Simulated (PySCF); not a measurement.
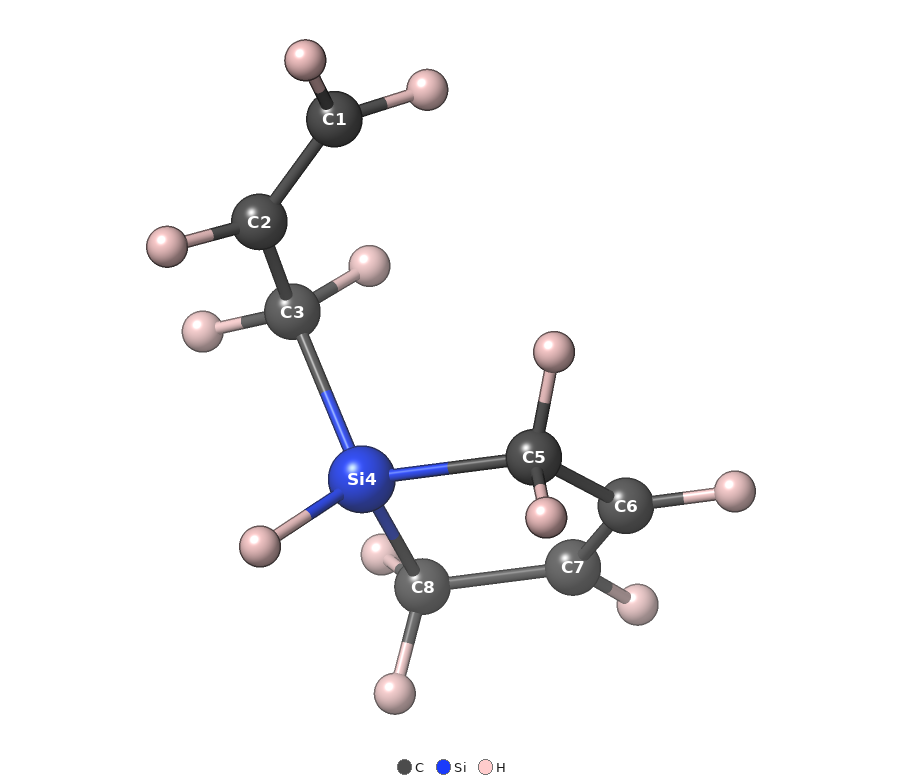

Atoms fade into the background with distance from the viewer. The computed structure is the end point of a PBE0-D3(BJ)/def2-SVP optimisation. No frequency run is at hand to confirm it as a minimum.

Q: How is the 5-membered ring Si4–C5–C6–C7–C8 puckered?

A: It is an envelope, with Si4 as the flap. The Cremer–Pople amplitude Q is 0.18 Å.

Q: Give the torsion angles round the ring, beginning with the bond from its second to its third atom.

A: −10°, 0°, 10°, −13°, 13°.
